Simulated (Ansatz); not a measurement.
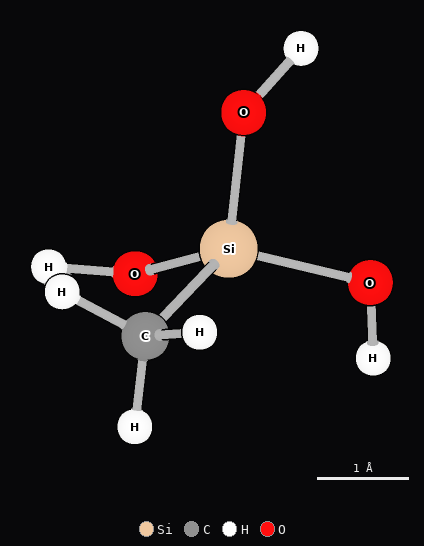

**Figure 1.** The input geometry (ball-and-stick view, seen at a tilt). Bond lengths as drawn: C–H 1.04 to 1.07 Å, C–Si 1.92 Å, H–O 0.98 to 1.02 Å and O–Si 1.68 to 1.74 Å.

Molecular dynamics of CH₆O₃Si (part 1 of 3)

The run: molecular dynamics of CH₆O₃Si. Method and program: RKS B3LYP/6-31G (Ansatz 0.2.0).

It belongs to a series of runs on one base structure; here: dynamics from the last frame of an earlier run.

What the program printed
```
Engine: ansatz 0.2.0, aarch64-unknown-linux-gnu
Functional definition: B3LYP
  parameter a0 = 0.2
  parameter ax = 0.72
  parameter ac = 0.81
  exchange = (1 - a0 - ax)*slater_x + ax*b88_x + a0*exact_x
  correlation = (1 - ac)*vwn_rpa_c + ac*lyp_c
762 factors; integrals over basis functions are off by at most 1.7e-4 eV
mean field evaluation 1: about -15138.4711 eV, gradient 8.9e1 eV
mean field evaluation 2: about -15121.5153 eV, gradient 1.3e2 eV
mean field evaluation 4: about -15153.1802 eV, gradient 3.8e0 eV
mean field evaluation 8: about -15153.2460 eV, gradient 1.9e-2 eV
mean field -15153.24597482 eV, -556.8715183357 hartree, gradient 4.2e-5 eV, S^2 0.000000; 0 other end points of the search recorded, 0 dependent functions left out
the calculation of the forces begins
reference -15153.24620281 eV, -556.8715267140 hartree; 25, 25 occupied and 36, 36 virtual orbitals, 762 factors
md step     0: t =     0.00 fs  T =  1818.2 K  F+E_penalty+E_count = -15153.24597482 eV  E_kin = 2.585200 eV  (25 SCF iters)
these checks for a lower state are left out or cut short: starts, cluster_reference, orbital_swaps, neighbouring_geometries, increment
762 factors; integrals over basis functions are off by at most 1.7e-4 eV
mean field evaluation 16: about -15153.1100 eV, gradient 2.2e-2 eV
mean field -15153.14240589 eV, -556.8677122476 hartree, gradient 1.7e-5 eV, S^2 0.000000; 0 other end points of the search recorded, 0 dependent functions left out
the calculation of the forces begins
reference -15153.14263465 eV, -556.8677206542 hartree; 25, 25 occupied and 36, 36 virtual orbitals, 762 factors
md step     1: t =     0.50 fs  T =  1891.0 K  F+E_penalty+E_count = -15153.14240589 eV  E_kin = 2.688754 eV  (31 SCF iters)
[... from here on the SCF iterations and repeated set-up lines of each step are left out, up to the last step ...]
md step     2: t =     1.00 fs  T =  1641.6 K  F+E_penalty+E_count = -15152.95720070 eV  E_kin = 2.334091 eV  (30 SCF iters)
md step     3: t =     1.50 fs  T =  1441.5 K  F+E_penalty+E_count = -15152.76056499 eV  E_kin = 2.049673 eV  (31 SCF iters)
md step     4: t =     2.00 fs  T =  1604.2 K  F+E_penalty+E_count = -15152.57915601 eV  E_kin = 2.280978 eV  (31 SCF iters)
md step     5: t =     2.50 fs  T =  1377.6 K  F+E_penalty+E_count = -15152.43586932 eV  E_kin = 1.958761 eV  (31 SCF iters)
md step     6: t =     3.00 fs  T =  1401.5 K  F+E_penalty+E_count = -15152.36701862 eV  E_kin = 1.992683 eV  (31 SCF iters)
md step     7: t =     3.50 fs  T =  1469.7 K  F+E_penalty+E_count = -15152.35108256 eV  E_kin = 2.089746 eV  (30 SCF iters)
md step     8: t =     4.00 fs  T =  1434.7 K  F+E_penalty+E_count = -15152.35918422 eV  E_kin = 2.039882 eV  (31 SCF iters)
md step     9: t =     4.50 fs  T =  1510.3 K  F+E_penalty+E_count = -15152.34531714 eV  E_kin = 2.147418 eV  (31 SCF iters)
md step    10: t =     5.00 fs  T =  1331.7 K  F+E_penalty+E_count = -15152.26472741 eV  E_kin = 1.893474 eV  (31 SCF iters)
md step    11: t =     5.50 fs  T =  1418.3 K  F+E_penalty+E_count = -15152.11310271 eV  E_kin = 2.016571 eV  (30 SCF iters)
md step    12: t =     6.00 fs  T =  1151.2 K  F+E_penalty+E_count = -15151.91585741 eV  E_kin = 1.636849 eV  (30 SCF iters)
md step    13: t =     6.50 fs  T =  1291.8 K  F+E_penalty+E_count = -15151.78956058 eV  E_kin = 1.836824 eV  (30 SCF iters)
md step    14: t =     7.00 fs  T =  1292.0 K  F+E_penalty+E_count = -15151.76689990 eV  E_kin = 1.837040 eV  (30 SCF iters)
md step    15: t =     7.50 fs  T =  1233.4 K  F+E_penalty+E_count = -15151.85852049 eV  E_kin = 1.753677 eV  (31 SCF iters)
md step    16: t =     8.00 fs  T =  1232.6 K  F+E_penalty+E_count = -15152.01254239 eV  E_kin = 1.752560 eV  (28 SCF iters)
md step    17: t =     8.50 fs  T =  1385.0 K  F+E_penalty+E_count = -15152.13143468 eV  E_kin = 1.969213 eV  (32 SCF iters)
md step    18: t =     9.00 fs  T =  1312.7 K  F+E_penalty+E_count = -15152.18540207 eV  E_kin = 1.866456 eV  (32 SCF iters)
md step    19: t =     9.50 fs  T =  1246.5 K  F+E_penalty+E_count = -15152.23475051 eV  E_kin = 1.772322 eV  (32 SCF iters)
md step    20: t =    10.00 fs  T =  1101.1 K  F+E_penalty+E_count = -15152.28306430 eV  E_kin = 1.565673 eV  (32 SCF iters)
md step    21: t =    10.50 fs  T =  1068.0 K  F+E_penalty+E_count = -15152.33856505 eV  E_kin = 1.518603 eV  (32 SCF iters)
md step    22: t =    11.00 fs  T =  1121.9 K  F+E_penalty+E_count = -15152.40885071 eV  E_kin = 1.595166 eV  (32 SCF iters)
md step    23: t =    11.50 fs  T =  1154.0 K  F+E_penalty+E_count = -15152.47953782 eV  E_kin = 1.640857 eV  (32 SCF iters)
md step    24: t =    12.00 fs  T =  1224.2 K  F+E_penalty+E_count = -15152.52975793 eV  E_kin = 1.740607 eV  (32 SCF iters)
md step    25: t =    12.50 fs  T =  1146.1 K  F+E_penalty+E_count = -15152.54583257 eV  E_kin = 1.629537 eV  (32 SCF iters)
md step    26: t =    13.00 fs  T =  1238.8 K  F+E_penalty+E_count = -15152.53255597 eV  E_kin = 1.761391 eV  (32 SCF iters)
md step    27: t =    13.50 fs  T =  1235.7 K  F+E_penalty+E_count = -15152.48162263 eV  E_kin = 1.756994 eV  (32 SCF iters)
md step    28: t =    14.00 fs  T =  1256.5 K  F+E_penalty+E_count = -15152.41017931 eV  E_kin = 1.786563 eV  (30 SCF iters)
md step    29: t =    14.50 fs  T =  1332.0 K  F+E_penalty+E_count = -15152.35849164 eV  E_kin = 1.893878 eV  (30 SCF iters)
md step    30: t =    15.00 fs  T =  1214.6 K  F+E_penalty+E_count = -15152.32866367 eV  E_kin = 1.726923 eV  (31 SCF iters)
md step    31: t =    15.50 fs  T =  1416.0 K  F+E_penalty+E_count = -15152.32070625 eV  E_kin = 2.013317 eV  (32 SCF iters)
md step    32: t =    16.00 fs  T =  1319.5 K  F+E_penalty+E_count = -15152.35312044 eV  E_kin = 1.876204 eV  (31 SCF iters)
md step    33: t =    16.50 fs  T =  1417.2 K  F+E_penalty+E_count = -15152.41920426 eV  E_kin = 2.015008 eV  (32 SCF iters)
md step    34: t =    17.00 fs  T =  1575.1 K  F+E_penalty+E_count = -15152.46566928 eV  E_kin = 2.239559 eV  (27 SCF iters)
md step    35: t =    17.50 fs  T =  1739.0 K  F+E_penalty+E_count = -15152.44626425 eV  E_kin = 2.472676 eV  (30 SCF iters)
md step    36: t =    18.00 fs  T =  1583.1 K  F+E_penalty+E_count = -15152.34144615 eV  E_kin = 2.250982 eV  (30 SCF iters)
md step    37: t =    18.50 fs  T =  1440.6 K  F+E_penalty+E_count = -15152.20014985 eV  E_kin = 2.048377 eV  (32 SCF iters)
md step    38: t =    19.00 fs  T =  1355.1 K  F+E_penalty+E_count = -15152.06061724 eV  E_kin = 1.926727 eV  (32 SCF iters)
md step    39: t =    19.50 fs  T =  1179.7 K  F+E_penalty+E_count = -15151.93509613 eV  E_kin = 1.677357 eV  (32 SCF iters)
md step    40: t =    20.00 fs  T =  1210.2 K  F+E_penalty+E_count = -15151.83013520 eV  E_kin = 1.720766 eV  (30 SCF iters)
md step    41: t =    20.50 fs  T =  1310.5 K  F+E_penalty+E_count = -15151.76049689 eV  E_kin = 1.863413 eV  (31 SCF iters)
md step    42: t =    21.00 fs  T =  1333.6 K  F+E_penalty+E_count = -15151.77656569 eV  E_kin = 1.896195 eV  (31 SCF iters)
md step    43: t =    21.50 fs  T =  1085.5 K  F+E_penalty+E_count = -15151.89128876 eV  E_kin = 1.543408 eV  (30 SCF iters)
md step    44: t =    22.00 fs  T =  1243.0 K  F+E_penalty+E_count = -15152.04291876 eV  E_kin = 1.767312 eV  (31 SCF iters)
md step    45: t =    22.50 fs  T =  1561.4 K  F+E_penalty+E_count = -15152.17287288 eV  E_kin = 2.220149 eV  (30 SCF iters)
md step    46: t =    23.00 fs  T =  1709.7 K  F+E_penalty+E_count = -15152.21601203 eV  E_kin = 2.430926 eV  (29 SCF iters)
md step    47: t =    23.50 fs  T =  1651.8 K  F+E_penalty+E_count = -15152.16866247 eV  E_kin = 2.348640 eV  (30 SCF iters)
md step    48: t =    24.00 fs  T =  1112.8 K  F+E_penalty+E_count = -15152.07247998 eV  E_kin = 1.582187 eV  (30 SCF iters)
md step    49: t =    24.50 fs  T =  1133.8 K  F+E_penalty+E_count = -15151.99015947 eV  E_kin = 1.612134 eV  (31 SCF iters)
md step    50: t =    25.00 fs  T =  1113.0 K  F+E_penalty+E_count = -15151.96239055 eV  E_kin = 1.582569 eV  (31 SCF iters)
md step    51: t =    25.50 fs  T =  1171.7 K  F+E_penalty+E_count = -15152.00353152 eV  E_kin = 1.666007 eV  (30 SCF iters)
md step    52: t =    26.00 fs  T =  1126.7 K  F+E_penalty+E_count = -15152.08669582 eV  E_kin = 1.602035 eV  (28 SCF iters)
md step    53: t =    26.50 fs  T =  1260.1 K  F+E_penalty+E_count = -15152.16102486 eV  E_kin = 1.791644 eV  (30 SCF iters)
md step    54: t =    27.00 fs  T =  1487.7 K  F+E_penalty+E_count = -15152.16839305 eV  E_kin = 2.115268 eV  (30 SCF iters)
md step    55: t =    27.50 fs  T =  1232.9 K  F+E_penalty+E_count = -15152.06797854 eV  E_kin = 1.752977 eV  (30 SCF iters)
md step    56: t =    28.00 fs  T =  1392.7 K  F+E_penalty+E_count = -15151.89951142 eV  E_kin = 1.980294 eV  (29 SCF iters)
md step    57: t =    28.50 fs  T =  1428.8 K  F+E_penalty+E_count = -15151.66527576 eV  E_kin = 2.031532 eV  (30 SCF iters)
md step    58: t =    29.00 fs  T =  1518.3 K  F+E_penalty+E_count = -15151.45217312 eV  E_kin = 2.158797 eV  (29 SCF iters)
md step    59: t =    29.50 fs  T =  1506.3 K  F+E_penalty+E_count = -15151.33833473 eV  E_kin = 2.141818 eV  (31 SCF iters)
md step    60: t =    30.00 fs  T =  1792.1 K  F+E_penalty+E_count = -15151.31733637 eV  E_kin = 2.548090 eV  (30 SCF iters)
md step    61: t =    30.50 fs  T =  1769.8 K  F+E_penalty+E_count = -15151.34144500 eV  E_kin = 2.516464 eV  (31 SCF iters)
md step    62: t =    31.00 fs  T =  2042.6 K  F+E_penalty+E_count = -15151.37279638 eV  E_kin = 2.904227 eV  (31 SCF iters)
md step    63: t =    31.50 fs  T =  2222.0 K  F+E_penalty+E_count = -15151.38791527 eV  E_kin = 3.159437 eV  (30 SCF iters)
md step    64: t =    32.00 fs  T =  1869.1 K  F+E_penalty+E_count = -15151.39122565 eV  E_kin = 2.657586 eV  (31 SCF iters)
md step    65: t =    32.50 fs  T =  1766.6 K  F+E_penalty+E_count = -15151.43246489 eV  E_kin = 2.511816 eV  (31 SCF iters)
md step    66: t =    33.00 fs  T =  1807.0 K  F+E_penalty+E_count = -15151.49637361 eV  E_kin = 2.569244 eV  (30 SCF iters)
md step    67: t =    33.50 fs  T =  1865.1 K  F+E_penalty+E_count = -15151.54682417 eV  E_kin = 2.651929 eV  (30 SCF iters)
md step    68: t =    34.00 fs  T =  1904.1 K  F+E_penalty+E_count = -15151.59301714 eV  E_kin = 2.707423 eV  (31 SCF iters)
md step    69: t =    34.50 fs  T =  2069.5 K  F+E_penalty+E_count = -15151.63620044 eV  E_kin = 2.942501 eV  (31 SCF iters)
md step    70: t =    35.00 fs  T =  2066.7 K  F+E_penalty+E_count = -15151.63550776 eV  E_kin = 2.938607 eV  (30 SCF iters)
md step    71: t =    35.50 fs  T =  2084.5 K  F+E_penalty+E_count = -15151.57917289 eV  E_kin = 2.963814 eV  (28 SCF iters)
md step    72: t =    36.00 fs  T =  1842.1 K  F+E_penalty+E_count = -15151.46884775 eV  E_kin = 2.619269 eV  (30 SCF iters)
md step    73: t =    36.50 fs  T =  1781.3 K  F+E_penalty+E_count = -15151.35879114 eV  E_kin = 2.532796 eV  (31 SCF iters)
md step    74: t =    37.00 fs  T =  1813.8 K  F+E_penalty+E_count = -15151.29252909 eV  E_kin = 2.578939 eV  (31 SCF iters)
md step    75: t =    37.50 fs  T =  1815.0 K  F+E_penalty+E_count = -15151.30949239 eV  E_kin = 2.580620 eV  (31 SCF iters)
md step    76: t =    38.00 fs  T =  1641.7 K  F+E_penalty+E_count = -15151.42185838 eV  E_kin = 2.334277 eV  (29 SCF iters)
md step    77: t =    38.50 fs  T =  1888.8 K  F+E_penalty+E_count = -15151.57999798 eV  E_kin = 2.685614 eV  (29 SCF iters)
md step    78: t =    39.00 fs  T =  1833.6 K  F+E_penalty+E_count = -15151.71251123 eV  E_kin = 2.607155 eV  (29 SCF iters)
md step    79: t =    39.50 fs  T =  2126.7 K  F+E_penalty+E_count = -15151.80185517 eV  E_kin = 3.023939 eV  (29 SCF iters)
md step    80: t =    40.00 fs  T =  2144.2 K  F+E_penalty+E_count = -15151.82676924 eV  E_kin = 3.048795 eV  (32 SCF iters)
md step    81: t =    40.50 fs  T =  2152.0 K  F+E_penalty+E_count = -15151.75395463 eV  E_kin = 3.059833 eV  (32 SCF iters)
md step    82: t =    41.00 fs  T =  2108.7 K  F+E_penalty+E_count = -15151.60509284 eV  E_kin = 2.998268 eV  (32 SCF iters)
md step    83: t =    41.50 fs  T =  1949.5 K  F+E_penalty+E_count = -15151.45987644 eV  E_kin = 2.771926 eV  (32 SCF iters)
md step    84: t =    42.00 fs  T =  1881.5 K  F+E_penalty+E_count = -15151.35309529 eV  E_kin = 2.675275 eV  (30 SCF iters)
md step    85: t =    42.50 fs  T =  1940.6 K  F+E_penalty+E_count = -15151.27184419 eV  E_kin = 2.759309 eV  (32 SCF iters)
md step    86: t =    43.00 fs  T =  1756.8 K  F+E_penalty+E_count = -15151.22796432 eV  E_kin = 2.497949 eV  (31 SCF iters)
md step    87: t =    43.50 fs  T =  1589.9 K  F+E_penalty+E_count = -15151.24742863 eV  E_kin = 2.260605 eV  (31 SCF iters)
md step    88: t =    44.00 fs  T =  1966.9 K  F+E_penalty+E_count = -15151.36257778 eV  E_kin = 2.796612 eV  (31 SCF iters)
md step    89: t =    44.50 fs  T =  2106.9 K  F+E_penalty+E_count = -15151.55008281 eV  E_kin = 2.995670 eV  (32 SCF iters)
md step    90: t =    45.00 fs  T =  2205.6 K  F+E_penalty+E_count = -15151.75793422 eV  E_kin = 3.136093 eV  (28 SCF iters)
md step    91: t =    45.50 fs  T =  2236.0 K  F+E_penalty+E_count = -15151.93512970 eV  E_kin = 3.179251 eV  (31 SCF iters)
md step    92: t =    46.00 fs  T =  2087.4 K  F+E_penalty+E_count = -15152.05125193 eV  E_kin = 2.967940 eV  (31 SCF iters)
md step    93: t =    46.50 fs  T =  1992.3 K  F+E_penalty+E_count = -15152.09991133 eV  E_kin = 2.832834 eV  (30 SCF iters)
md step    94: t =    47.00 fs  T =  1939.3 K  F+E_penalty+E_count = -15152.08292172 eV  E_kin = 2.757405 eV  (32 SCF iters)
md step    95: t =    47.50 fs  T =  1879.5 K  F+E_penalty+E_count = -15151.99864786 eV  E_kin = 2.672412 eV  (31 SCF iters)
md step    96: t =    48.00 fs  T =  1664.3 K  F+E_penalty+E_count = -15151.89166065 eV  E_kin = 2.366446 eV  (31 SCF iters)
md step    97: t =    48.50 fs  T =  1568.8 K  F+E_penalty+E_count = -15151.85540397 eV  E_kin = 2.230610 eV  (31 SCF iters)
md step    98: t =    49.00 fs  T =  1804.6 K  F+E_penalty+E_count = -15151.90192782 eV  E_kin = 2.565871 eV  (31 SCF iters)
md step    99: t =    49.50 fs  T =  1617.9 K  F+E_penalty+E_count = -15151.96760642 eV  E_kin = 2.300378 eV  (31 SCF iters)
md step   100: t =    50.00 fs  T =  1588.4 K  F+E_penalty+E_count = -15152.02069090 eV  E_kin = 2.258470 eV  (32 SCF iters)
md step   101: t =    50.50 fs  T =  1657.9 K  F+E_penalty+E_count = -15152.02994355 eV  E_kin = 2.357361 eV  (32 SCF iters)
md step   102: t =    51.00 fs  T =  1746.2 K  F+E_penalty+E_count = -15151.98125500 eV  E_kin = 2.482851 eV  (32 SCF iters)
md step   103: t =    51.50 fs  T =  1669.3 K  F+E_penalty+E_count = -15151.90708793 eV  E_kin = 2.373446 eV  (32 SCF iters)
md step   104: t =    52.00 fs  T =  1428.5 K  F+E_penalty+E_count = -15151.82857095 eV  E_kin = 2.031153 eV  (31 SCF iters)
md step   105: t =    52.50 fs  T =  1411.9 K  F+E_penalty+E_count = -15151.72436242 eV  E_kin = 2.007464 eV  (31 SCF iters)
md step   106: t =    53.00 fs  T =  1238.2 K  F+E_penalty+E_count = -15151.61281669 eV  E_kin = 1.760592 eV  (32 SCF iters)
md step   107: t =    53.50 fs  T =  1187.4 K  F+E_penalty+E_count = -15151.53316195 eV  E_kin = 1.688377 eV  (32 SCF iters)
md step   108: t =    54.00 fs  T =  1048.1 K  F+E_penalty+E_count = -15151.45542826 eV  E_kin = 1.490295 eV  (27 SCF iters)
md step   109: t =    54.50 fs  T =  1308.7 K  F+E_penalty+E_count = -15151.36706347 eV  E_kin = 1.860817 eV  (32 SCF iters)
md step   110: t =    55.00 fs  T =  1117.3 K  F+E_penalty+E_count = -15151.29760330 eV  E_kin = 1.588657 eV  (32 SCF iters)
md step   111: t =    55.50 fs  T =  1076.4 K  F+E_penalty+E_count = -15151.28106666 eV  E_kin = 1.530465 eV  (31 SCF iters)
md step   112: t =    56.00 fs  T =  1273.7 K  F+E_penalty+E_count = -15151.33177495 eV  E_kin = 1.811080 eV  (30 SCF iters)
md step   113: t =    56.50 fs  T =  1503.8 K  F+E_penalty+E_count = -15151.47583169 eV  E_kin = 2.138171 eV  (31 SCF iters)
md step   114: t =    57.00 fs  T =  1986.4 K  F+E_penalty+E_count = -15151.68373116 eV  E_kin = 2.824427 eV  (31 SCF iters)
md step   115: t =    57.50 fs  T =  1792.7 K  F+E_penalty+E_count = -15151.86367672 eV  E_kin = 2.548907 eV  (30 SCF iters)
md step   116: t =    58.00 fs  T =  1778.8 K  F+E_penalty+E_count = -15151.95133779 eV  E_kin = 2.529213 eV  (30 SCF iters)
md step   117: t =    58.50 fs  T =  1761.6 K  F+E_penalty+E_count = -15151.94023912 eV  E_kin = 2.504760 eV  (30 SCF iters)
md step   118: t =    59.00 fs  T =  1688.9 K  F+E_penalty+E_count = -15151.88878665 eV  E_kin = 2.401447 eV  (30 SCF iters)
md step   119: t =    59.50 fs  T =  1810.3 K  F+E_penalty+E_count = -15151.84018037 eV  E_kin = 2.574032 eV  (28 SCF iters)
md step   120: t =    60.00 fs  T =  1533.3 K  F+E_penalty+E_count = -15151.85442430 eV  E_kin = 2.180102 eV  (29 SCF iters)
md step   121: t =    60.50 fs  T =  1598.1 K  F+E_penalty+E_count = -15151.95165121 eV  E_kin = 2.272281 eV  (30 SCF iters)
md step   122: t =    61.00 fs  T =  1721.1 K  F+E_penalty+E_count = -15152.10295978 eV  E_kin = 2.447147 eV  (28 SCF iters)
md step   123: t =    61.50 fs  T =  1855.4 K  F+E_penalty+E_count = -15152.23589826 eV  E_kin = 2.638119 eV  (30 SCF iters)
md step   124: t =    62.00 fs  T =  1828.6 K  F+E_penalty+E_count = -15152.28860665 eV  E_kin = 2.600053 eV  (29 SCF iters)
md step   125: t =    62.50 fs  T =  1698.7 K  F+E_penalty+E_count = -15152.24940756 eV  E_kin = 2.415273 eV  (31 SCF iters)
md step   126: t =    63.00 fs  T =  1529.8 K  F+E_penalty+E_count = -15152.16077701 eV  E_kin = 2.175179 eV  (26 SCF iters)
md step   127: t =    63.50 fs  T =  1443.3 K  F+E_penalty+E_count = -15152.06966724 eV  E_kin = 2.052159 eV  (31 SCF iters)
md step   128: t =    64.00 fs  T =  1467.8 K  F+E_penalty+E_count = -15151.98022165 eV  E_kin = 2.087009 eV  (30 SCF iters)
md step   129: t =    64.50 fs  T =  1219.5 K  F+E_penalty+E_count = -15151.92155219 eV  E_kin = 1.733972 eV  (30 SCF iters)
md step   130: t =    65.00 fs  T =  1202.1 K  F+E_penalty+E_count = -15151.90772820 eV  E_kin = 1.709287 eV  (29 SCF iters)
md step   131: t =    65.50 fs  T =  1148.7 K  F+E_penalty+E_count = -15151.93567012 eV  E_kin = 1.633360 eV  (31 SCF iters)
md step   132: t =    66.00 fs  T =  1305.5 K  F+E_penalty+E_count = -15151.98449720 eV  E_kin = 1.856224 eV  (31 SCF iters)
md step   133: t =    66.50 fs  T =  1307.4 K  F+E_penalty+E_count = -15152.03349964 eV  E_kin = 1.858997 eV  (31 SCF iters)
md step   134: t =    67.00 fs  T =  1233.5 K  F+E_penalty+E_count = -15152.07588237 eV  E_kin = 1.753818 eV  (30 SCF iters)
md step   135: t =    67.50 fs  T =  1183.9 K  F+E_penalty+E_count = -15152.07373304 eV  E_kin = 1.683335 eV  (30 SCF iters)
md step   136: t =    68.00 fs  T =   959.9 K  F+E_penalty+E_count = -15152.01701899 eV  E_kin = 1.364862 eV  (30 SCF iters)
md step   137: t =    68.50 fs  T =   909.7 K  F+E_penalty+E_count = -15151.94139287 eV  E_kin = 1.293450 eV  (30 SCF iters)
md step   138: t =    69.00 fs  T =   907.5 K  F+E_penalty+E_count = -15151.86722750 eV  E_kin = 1.290272 eV  (31 SCF iters)
md step   139: t =    69.50 fs  T =   914.0 K  F+E_penalty+E_count = -15151.81928776 eV  E_kin = 1.299558 eV  (30 SCF iters)
md step   140: t =    70.00 fs  T =  1011.2 K  F+E_penalty+E_count = -15151.84171848 eV  E_kin = 1.437827 eV  (30 SCF iters)
md step   141: t =    70.50 fs  T =  1131.3 K  F+E_penalty+E_count = -15151.97376699 eV  E_kin = 1.608502 eV  (31 SCF iters)
md step   142: t =    71.00 fs  T =  1266.5 K  F+E_penalty+E_count = -15152.15873984 eV  E_kin = 1.800788 eV  (30 SCF iters)
md step   143: t =    71.50 fs  T =  1279.2 K  F+E_penalty+E_count = -15152.29399556 eV  E_kin = 1.818883 eV  (30 SCF iters)
md step   144: t =    72.00 fs  T =  1392.6 K  F+E_penalty+E_count = -15152.36223920 eV  E_kin = 1.980064 eV  (26 SCF iters)
md step   145: t =    72.50 fs  T =  1362.3 K  F+E_penalty+E_count = -15152.36920133 eV  E_kin = 1.937032 eV  (30 SCF iters)
md step   146: t =    73.00 fs  T =  1356.4 K  F+E_penalty+E_count = -15152.33569584 eV  E_kin = 1.928577 eV  (29 SCF iters)
md step   147: t =    73.50 fs  T =  1388.6 K  F+E_penalty+E_count = -15152.29214848 eV  E_kin = 1.974354 eV  (29 SCF iters)
md step   148: t =    74.00 fs  T =  1538.9 K  F+E_penalty+E_count = -15152.25808700 eV  E_kin = 2.188121 eV  (31 SCF iters)
md step   149: t =    74.50 fs  T =  1502.6 K  F+E_penalty+E_count = -15152.24565225 eV  E_kin = 2.136529 eV  (31 SCF iters)
these checks for a lower state are left out or cut short: starts, cluster_reference, orbital_swaps, neighbouring_geometries, increment
762 factors; integrals over basis functions are off by at most 1.7e-4 eV
mean field -15152.27446810 eV, -556.8358161220 hartree, gradient 1.9e-5 eV, S^2 0.000000; 0 other end points of the search recorded, 0 dependent functions left out
the calculation of the forces begins
reference -15152.27469785 eV, -556.8358245654 hartree; 25, 25 occupied and 36, 36 virtual orbitals, 762 factors
762 factors; integrals over basis functions are off by at most 1.7e-4 eV
mean field -15152.27446810 eV, -556.8358161220 hartree, gradient 1.9e-5 eV, S^2 0.000000; 1 other end points of the search recorded, 0 dependent functions left out
the calculation of the forces begins
reference -15152.27469785 eV, -556.8358245654 hartree; 25, 25 occupied and 36, 36 virtual orbitals, 762 factors
md step   150: t =    75.00 fs  T =  1557.3 K  F+E_penalty+E_count = -15152.27446810 eV  E_kin = 2.214314 eV  (28 SCF iters)
```
